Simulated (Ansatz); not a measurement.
Input

```
crystal:
  periodic: [false, false, false]
  atoms:
    - {symbol: C, position_ang: [-1.804515, -0.762724, 1.946308]}
    - {symbol: C, position_ang: [-0.517149, -0.963166, 2.458540]}
    - {symbol: C, position_ang: [0.624001, -1.108560, 1.660751]}
    - {symbol: Cl, position_ang: [-1.107481, -0.735741, -2.835059]}
    - {symbol: O, position_ang: [-2.142714, -0.681554, 0.731318]}
    - {symbol: O, position_ang: [0.685942, -1.084480, 0.398703]}
    - {symbol: Zn, position_ang: [-0.872555, -0.827301, -0.728594]}
    - {symbol: H, position_ang: [-2.629362, -0.662303, 2.677944]}
    - {symbol: H, position_ang: [-0.396331, -1.009055, 3.541376]}
    - {symbol: H, position_ang: [1.588482, -1.262816, 2.182014]}
basis:
  gaussian:
    orbitals: def2-SVPD
hamiltonian:
  xc: pbe0
output:
  forces: true
  orbitals: {seedname: orbitals}
```

Launched as:

```sh
ansatz run input.yaml --threads 2 --pin off --max-ram 6090MiB --events-out events.jsonl --progress --plain --runs-dir runs
```

Geometry: PBE0-D4/def2-SVP.

Level of theory: isolated molecule in a Gaussian basis; Kohn-Sham density functional theory, functional PBE0 (Ansatz 0.2.0).

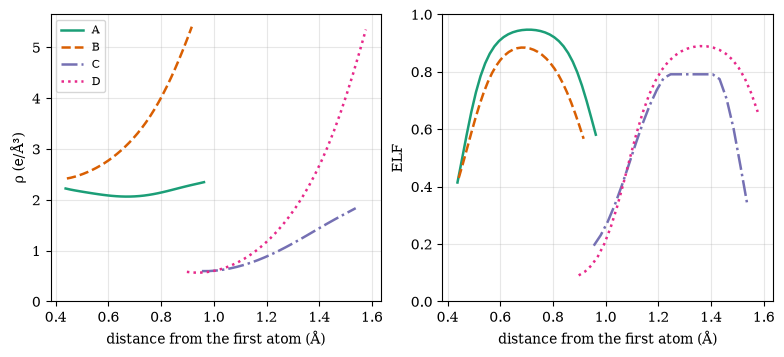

C3H3ClO2Zn (SMILES [Cl][Zn-]1[O]C=CC=[O+]1). Electron density and electron localisation function along straight lines between neighbouring atoms. The curves leave out the atomic cores.

> Which curve belongs to which contact (C–C, C–O, Zn–Cl and Zn–O)? The first atom named is at distance zero.

Curve A: C–C (1.40 Å): ρ is about 2.1 e/Å³ halfway; the ELF peaks at about 0.95 between the atoms, as expected for a covalent bond. Curve B: C–O (1.26 Å): ρ at the midpoint is about 2.9 e/Å³; the ELF peaks at about 0.90 between the atoms, as expected for a polar covalent bond. Curve C: Zn–Cl (2.12 Å): ρ is about 0.65 e/Å³ halfway; the ELF peaks at about 0.80 in the valence shell of Cl, 0.9 Å from its nucleus, and is about 0.40 at the midpoint. Curve D: Zn–O (1.94 Å): ρ is about 0.58 e/Å³ halfway; the ELF peaks at about 0.90 in the valence shell of O, 0.6 Å from its nucleus, and is about 0.15 at the midpoint.
